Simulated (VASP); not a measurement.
Band structure of W (space group Im-3m). Level of theory: PBE GGA, VASP's PBE PAW potentials (set 64) (plane waves; VASP 6.6.1).

Unless said otherwise, spin-orbit coupling is left out, though it shifts the bands of the heavy elements here.

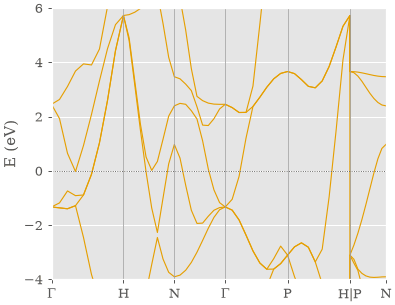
Fig. 1. Bands along high-symmetry lines, zero at the valence-band maximum or, without a gap, the Fermi level

Problem. Read the plot: is there a gap, and where are the band edges?

Solution. It has no gap at this level: it comes out as a metal or semimetal.

The structure is a typed W crystal (Im-3m). The cell was not relaxed at this level.
